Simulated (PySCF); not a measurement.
# FH$_{3}$Si, SMILES `F[SiH3]`: electronic structure

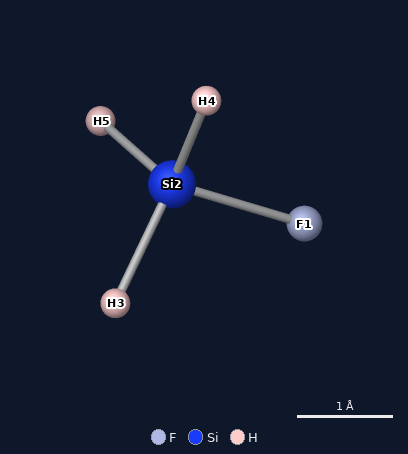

The molecule, with its atoms numbered as below. No frequency check shows the geometry to be a minimum.

Coordinates in Å:

```
F1       1.0938    0.0000    0.0000
Si2     -0.5122    0.0000    0.0000
H3      -0.8910   -1.3410   -0.4156
H4      -0.8913    0.3104    1.3689
H5      -0.8913    1.0302   -0.9535
```

### 1. Bonding charge

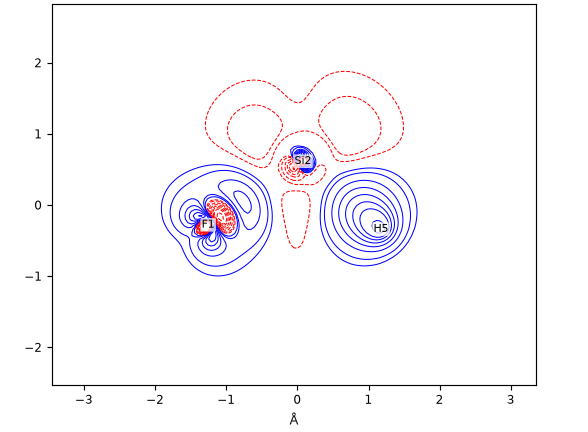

Deformation density (molecule less spherical, spin-averaged free atoms) in the plane of F1, Si2 and H5; contours at ±0.05 to ±0.8 e/Å³; solid blue lines: gain, dashed red lines: loss.

PySCF calculation, PBE0/def2-TZVP, gas phase; geometry: GFN2-xTB.

**How much density has each bond in this plane gained at its critical point, relative to the free atoms?**

Si2–H5: +0.26 e/Å³ at the bond critical point (bond length 1.45 Å, Mayer order 0.9). F1–Si2: +0.07 e/Å³ at the bond critical point (bond length 1.61 Å, Mayer order 1.1); up to 0.6 Å beside the axis the gain reaches +0.33 e/Å³. In all, 1.2 electrons gather in the regions of gain relative to the promolecule. A small or negative value marks a very polar bond, one between electron-rich atoms, whose free-atom densities already overlap strongly, a long bond to a heavier atom, or a closed-shell contact such as a hydrogen bond.

**Where do the Hirshfeld charges lie?**

The highest Hirshfeld charge is on Si2 (+0.42 e), the lowest on F1 (−0.21 e).

### 2. Bond critical points

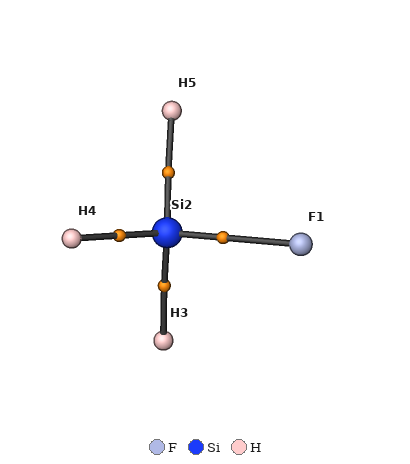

Molecular graph of the electron density (QTAIM): bond paths, bond critical points (orange), ring points (yellow, if any); weak paths are dashed.

**How many critical points of each kind are there, and does the count close?**

5 nuclei, 4 bond, 0 ring and 0 cage critical points: 5 − 4 + 0 − 0 = 1, as the Poincaré–Hopf relation requires.

**Give the properties at the bond critical points.**

```tsv
bond	length (Å)	ρ (a.u.)	∇²ρ (a.u.)	ε	H (a.u.)
F1–Si2	1.606	0.135	+0.98	0.00	−0.038
Si2–H4 (3 alike)	1.454	0.130	+0.18	0.04	−0.083
```

**What kind of interaction is Si2–H4?**

Polar or intermediate (positive Laplacian, negative energy density H): ρ = 0.130, ∇²ρ = +0.18, H = −0.083 a.u.

### 3. Local ionisation energy

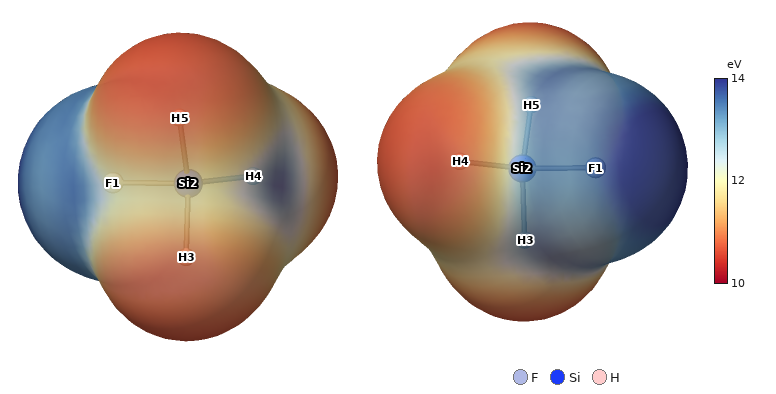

Average local ionisation energy on the surface of electron density 0.001 a.u. (back view left, front view right).

**Locate the minima of the map.**

The lowest value is 10.6 eV, 1.5 Å from H4, and at like points elsewhere. For comparison, the highest occupied orbital lies at −9.8 eV.

**What volume does the surface enclose, and what is the dipole moment?**

About 64 Å³; the dipole moment is 1.6 D.

### 4. In an electric field

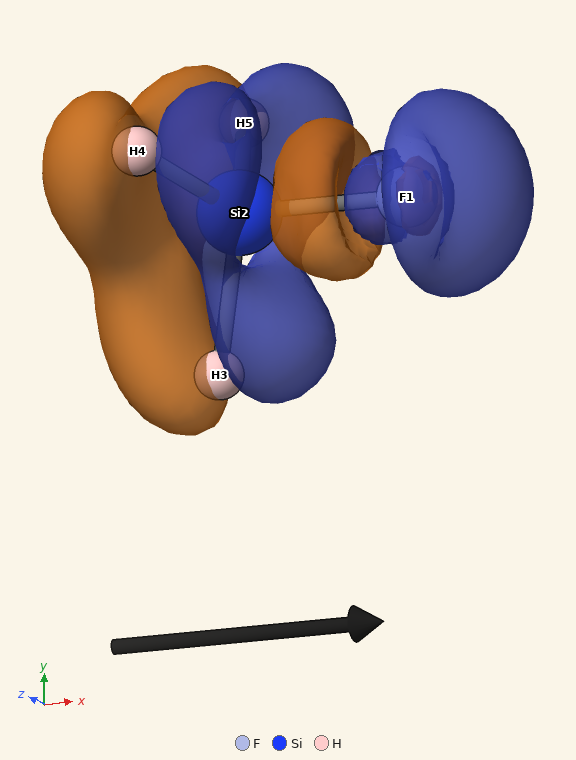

Change of the electron density in a uniform field of 0.21 V/Å along +x (arrow), surfaces at ±0.0015 e/Å³ (orange: gain, blue: loss).

Computed with PySCF, PBE0/def2-TZVP, geometry: GFN2-xTB. A basis without diffuse functions makes polarisabilities too small.

**What dipole is induced, and what polarisability does it imply?**

The induced dipole is 0.24 D (along the field); α along this axis, from the fields in both directions, is 23 bohr³ (3.4 Å³).

**Which atoms gain and lose the most charge?**

Electrons gather most on H3, H4 and H5 alike (Hirshfeld charge changes by −0.002 e) and leave F1 most (+0.009 e); 0.027 electrons are displaced in all.

The PySCF runs shown took 3.5 s and 6.1 s on 1 thread of Intel(R) Xeon(R) 6975P-C (Granite Rapids), with other jobs on the host.
